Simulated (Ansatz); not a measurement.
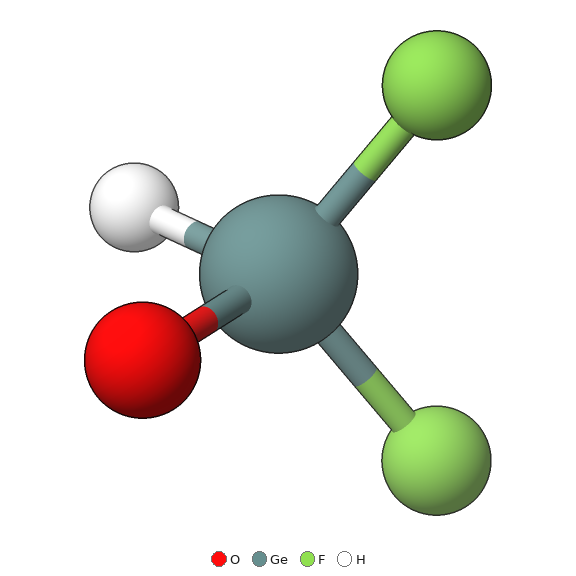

Ball-and-stick drawing of a structure. Every bond is drawn as one stick, whatever its order.

State: neutral, doublet.

Give the formula.

F2GeHO, 5 atoms: 2 fluorine, 1 germanium, 1 hydrogen and 1 oxygen.

Give a SMILES string for it.

[O][GeH]([F])[F]

What is the point group of this geometry?

Cs.

More results for the same structure follow; atom numbers are the same in all pictures, views and colours differ. The computed structure is the end point of a PBE0-D4/def2-TZVP optimisation.

## Geometry

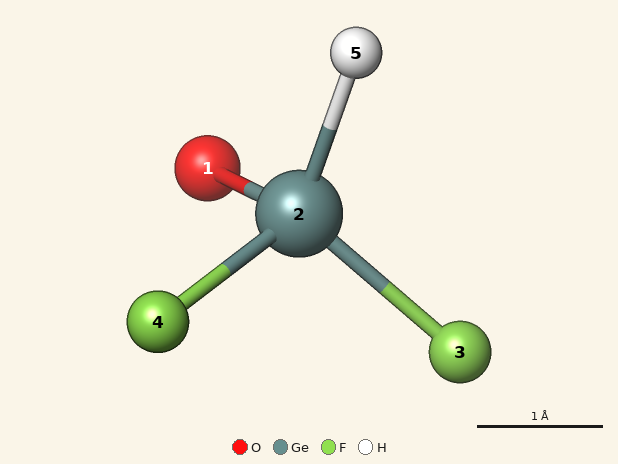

Atoms carry their numbers in the input.

How are the neighbours of atom 2 arranged?

Ge2 has 4 neighbours (O1 at 1.78, F3 at 1.71, F4 at 1.71, H5 at 1.52 Å); the arrangement is tetrahedral.

## Electronic properties

Properties computed with UKS B3LYP-D4/def2-TZVPP (Ansatz 0.2.0).

Give the dipole moment at this level.

2.26 D.

Give the HOMO energy (Kohn–Sham orbital) at this level.

−9.69 eV.

Estimate the ⟨S²⟩ of the determinant.

0.753.

## Charges

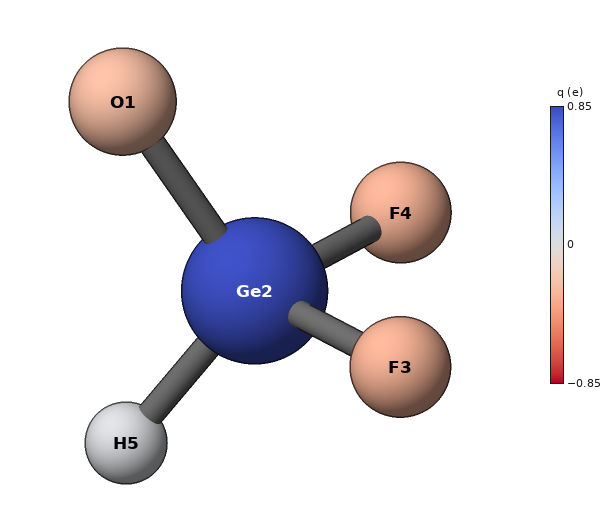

Atoms are coloured by their Mulliken charges. Level of theory: UKS PBE-D4/def2-TZVPP (Ansatz 0.2.0).

Which atom carries the highest charge (most positive or least negative)?

Ge2 (0.83 e).

And the lowest?

F3, F4 (−0.30 e).

Give the Mulliken charges atom by atom.

```csv
atom,value (e)
O1,−0.25
Ge2,0.83
F3,−0.30
F4,−0.30
H5,0.02
```

## Thermal motion

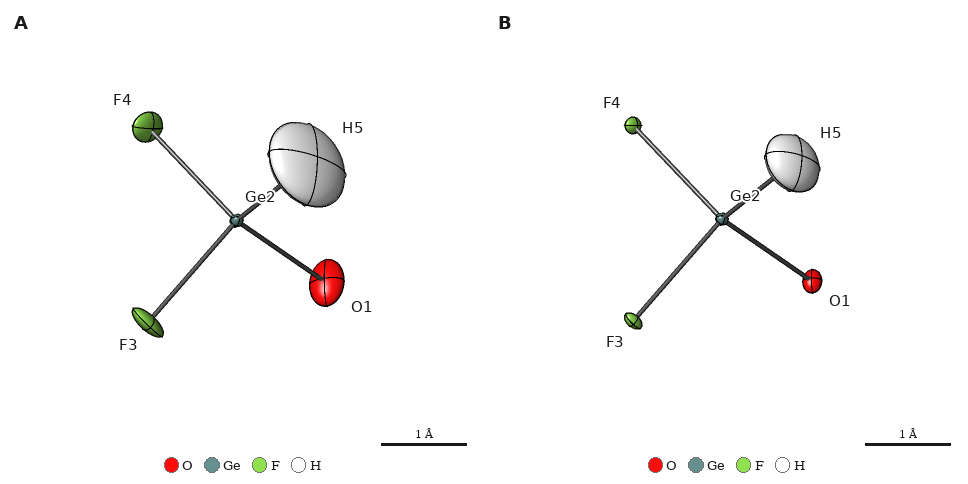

Displacement ellipsoids at the 50 % level, scaled by 1.5, from the internal vibrations of the free molecule (harmonic, no overall translation or rotation; no half-axis is drawn under 0.075 Å). Vibrations computed with UKS PBE0-D4/def2-TZVP (Ansatz 0.2.0). One panel is for 200 K, the other for 900 K.

Which panel is for 900 K?

A.

How much does the mean-square displacement of O1 grow, and why?

U_eq goes from 0.0027 to 0.0098 Å², a factor of 3.6. Modes below kT (626 cm⁻¹ at 900 K) grow about in proportion to T, and the lowest lies at 189 cm⁻¹; the mean-square amplitude of a mode is its zero-point value times coth(ħω/2kT), which comes close to 1 only above about 3kT.

## Vibrations

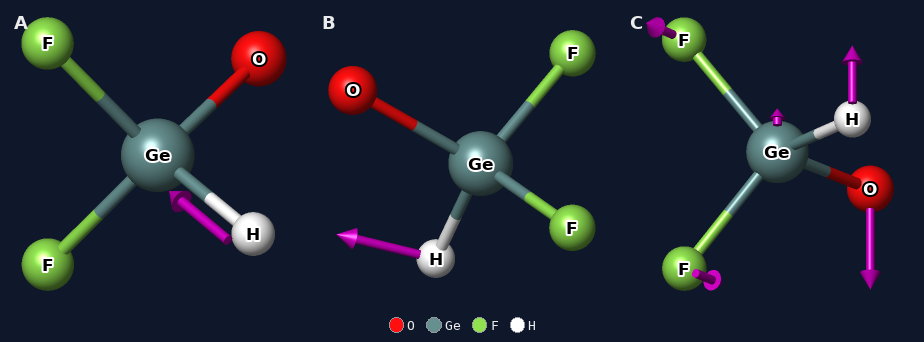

3 normal modes of one molecule or complex, as arrows. Harmonic vibrations computed with UKS PBE0-D4/def2-TZVP (Ansatz 0.2.0) at a stationary point of the same level.

Match the panels to the wavenumbers 189 cm⁻¹, 670 cm⁻¹, 2241 cm⁻¹.

A: 2241 cm⁻¹, Ge–H stretching
B: 670 cm⁻¹, H–Ge–O bending
C: 189 cm⁻¹, F–Ge–O bending

Mulliken values depend strongly on the basis set and can even reverse the polarity of a bond.
